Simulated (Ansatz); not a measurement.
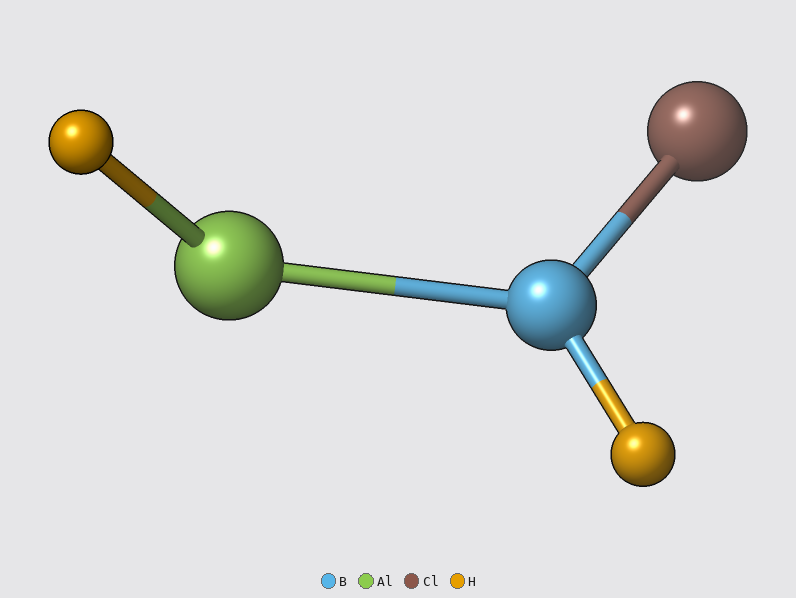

Every bond is drawn as one stick, whatever its order.

The species is neutral and a spin doublet. The geometry was computed by an optimisation with PBE0-D4/def2-TZVP. No frequency run is at hand to confirm it as a minimum.

> Count the atoms of each element.

AlBClH₂, 5 atoms: 1 aluminium, 1 boron, 1 chlorine and 2 hydrogen.

> How many atoms are distinct by symmetry?

5: 1 B, 1 Al, 1 Cl, 1 H, 1 H.

The parts below concern this one geometry. Atoms keep their numbers from picture to picture.

### Dipole moment

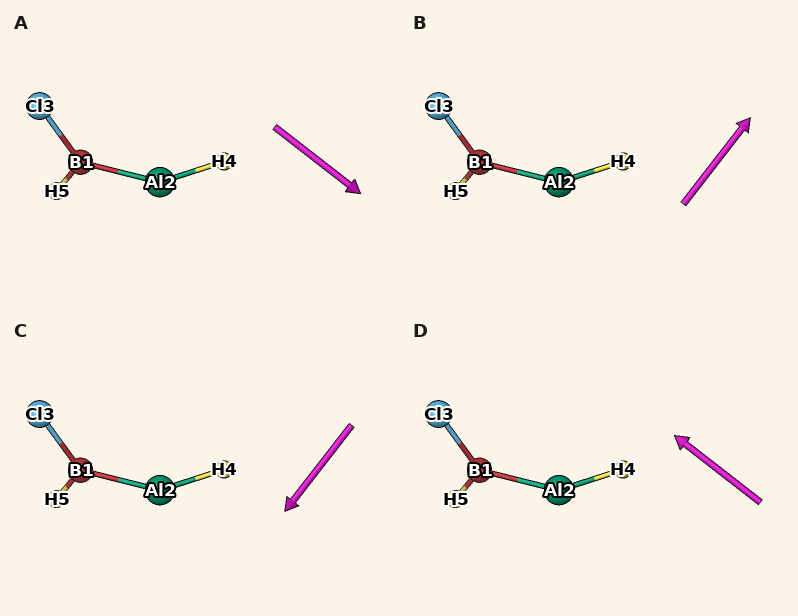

The same molecule four times, each with an arrow. No frequency run is at hand to confirm it as a minimum. Method: UKS PBE0-D4/def2-TZVP (Ansatz 0.2.0).

> Which arrow points along the dipole moment, from the negative to the positive end?

A. The dipole moment is 1.35 D; it points from the side of Cl3 to the side of H4 (the outermost atoms at the two ends).

### Electronic properties

No frequency run is at hand to confirm it as a minimum. Properties computed with UHF-CCSD(T), frozen core/def2-TZVPP (Ansatz 0.2.0).

> What is the T1 diagnostic?

0.024.

> Give the ⟨S²⟩ of the determinant at this level.

0.795.

### Charges

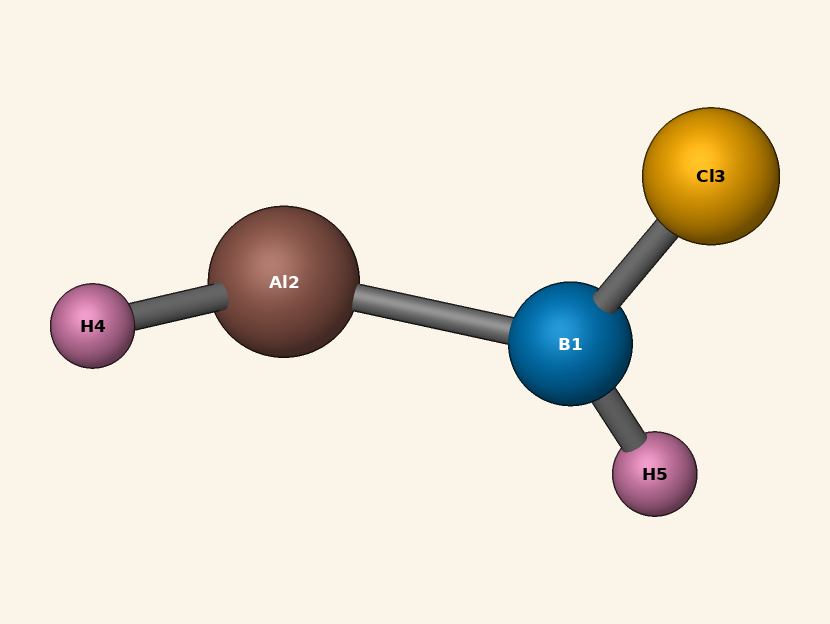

The questions are on Mulliken charges. No frequency run is at hand to confirm it as a minimum. Properties computed with UKS PBE0-D4/def2-TZVP (Ansatz 0.2.0).

Give the Mulliken charges atom by atom.

```
atom  value (e)
  B1       0.00
 Al2       0.16
 Cl3      −0.13
  H4      −0.07
  H5       0.04
```

Mulliken values depend strongly on the basis set and can even reverse the polarity of a bond.
